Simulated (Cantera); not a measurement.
Input: 1 mol HgO, a varied amount of N2, 0.04 mol O2, equilibrated at 602 °C and 10.0 mbar.

Method: chemical equilibrium by Gibbs-energy minimisation in Cantera with the NASA 1993 tables (ideal gas, pure condensed phases). Candidate condensed phases: Hg, HgO; 10 gas species. Rates play no part.

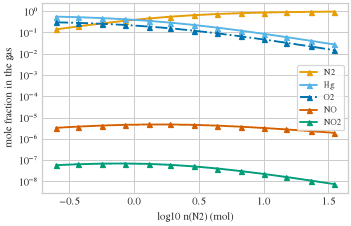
Fig. 1. Equilibrium gas composition (values under 1e-9 drawn at 1e-9)

From 0.25 mol N2 to 35 mol N2 nothing is condensed. The main Hg-bearing gas is Hg throughout.
